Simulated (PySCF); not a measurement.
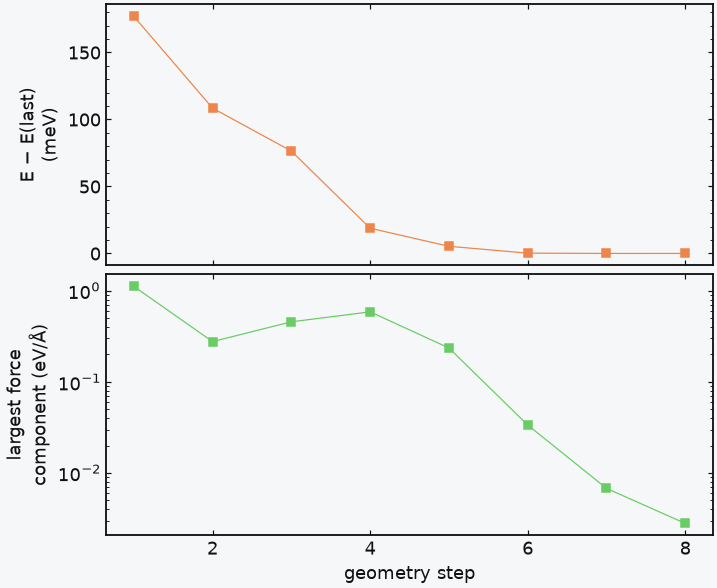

History of a geometry optimisation. The start has point group C2v, which is kept. A held symmetry can leave a saddle point.

System: RuS2- molecule (charge −1), multiplicity 2.
Method: UKS-based PBE0, Ru def2-TZVPD with ECP28, S def2-TZVPD; non-relativistic Hamiltonian with scalar-relativistic core potentials; density fitting in PySCF 2.14.0.

How did the optimisation end?

The optimisation met its thresholds at geometry 8, counting the start as the first. The energy fell by about 180 meV from the first step to the last. The largest force component goes from about 1.1 eV/Å at the start to 2.8 × 10⁻³ eV/Å at the end.
